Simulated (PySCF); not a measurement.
SMILES COc1ccc(C=O)s1 at its GFN2-xTB optimised geometry (Å):

```
15

C     -2.3412    -2.2324     0.0022
O     -0.9411    -2.4083    -0.0003
C     -0.1876    -1.3087     0.0000
C      1.1891    -1.3087     0.0000
C      1.7177    -0.0173     0.0000
C      0.7629     0.9745     0.0001
C      0.9516     2.3969    -0.0003
O      0.0762     3.2312    -0.0014
S     -0.8445     0.2932    -0.0001
H     -2.6677    -1.6847    -0.8870
H     -2.6646    -1.6860     0.8934
H     -2.7721    -3.2312     0.0022
H      1.7685    -2.2126     0.0000
H      2.7721     0.1947     0.0001
H      2.0235     2.6838     0.0005
```

Method: CAM-B3LYP/def2-TZVP run with PySCF 2.14.0.

Map of the log10 of the electron density (e/bohr³), floored at −4 on the plane z = 1.2 Å:

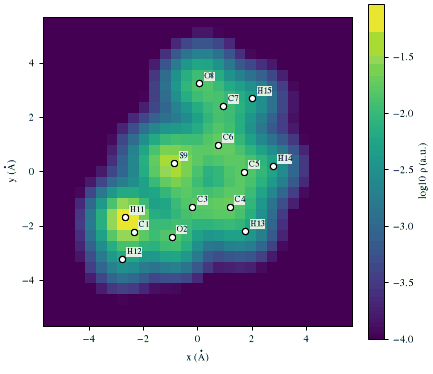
Figure: Log10 of the electron density (e/bohr³), floored at −4 on the plane z = 1.2 Å.
